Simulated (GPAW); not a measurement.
# Cu K edge of CdCu2GeSe4 (I-42m): cell size and cost

How large a supercell does the Cu K edge of CdCu2GeSe4 (I-42m) need, and what does it cost? The absorber has 4 Se at 2.41 Å (tetrahedral, site symmetry -4).

The runs were made apart and are set side by side; the one with the holes farthest apart serves as the reference. All curves get a further Gaussian of 1.5 eV full width, so that line shapes and meshes matter less.

**1. Cost and result by level**

| run | hole distance (Å) | k mesh | core time | raw zero (eV) | zero less the added terms (eV) | r.m.s. from the reference after the best shift (%) |
| --- | --- | --- | --- | --- | --- | --- |
| GPAW LDA, 8 atoms | 5.7 | 5×5×5 | 8.8 min | 8991.7 | 8961.9 | 2 |
| GPAW LDA, 16 atoms | 6.9 | 4×4×3 | 42 min | 8991.6 | 8961.8 | - |

Times are from shared hosts. The zero: total-energy differences, less 29.8 eV, the free-atom term for the hole's spin; LDA puts this hole about 18 eV below PBE, itself good to a few eV.

```csv
E (eV),"GPAW LDA, 8 atoms","GPAW LDA, 16 atoms"
-2.0,0.00,0.00
-0.5,0.07,0.06
1.0,0.34,0.31
2.5,0.67,0.66
4.0,1.11,1.08
5.5,1.35,1.37
7.0,1.15,1.18
8.5,1.00,1.00
10.0,1.07,1.05
11.5,1.37,1.35
13.0,1.24,1.26
14.5,1.00,1.01
16.0,0.95,0.96
17.5,0.94,0.94
19.0,0.90,0.90
20.5,0.87,0.88
22.0,0.89,0.89
23.5,0.91,0.90
25.0,0.94,0.94
26.5,0.97,0.98
28.0,0.98,0.98
29.5,0.96,0.95
31.0,0.94,0.95
```

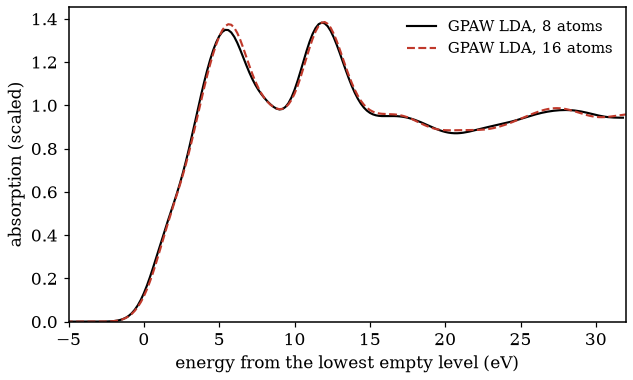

The spectra after the common broadening.

**2. Reading**

The smallest cell differs from the reference by 2 % r.m.s. after a shift of 0.0 eV at 0.21 of its cost, so it already gives the shape. Its highest intensity below 24 eV lies at 11.8 eV against 12.0 eV. Whether the reference itself is converged wasn't tested.

The script folds with a Gaussian, whereas the core hole's own line is a Lorentzian, so the onset is too steep and the first peak too high. Lifetime broadening is put in by hand, and intensities beyond about 20 eV depend on it. Some cells keep the holes under 6.5 Å apart, so shapes are probably not fully converged. The structures are entries of the Crystallography Open Database, used as given.

[Logs are printed without paths, hosts, clocks, repeated set-up lines and the standing remarks that a program may print on its own settings, such as how far it seeks lower states.]

[Hosts, paths, dates, database ids (printed as entryN), source tags and the programs' standing remarks are cut or masked in the printed files.]
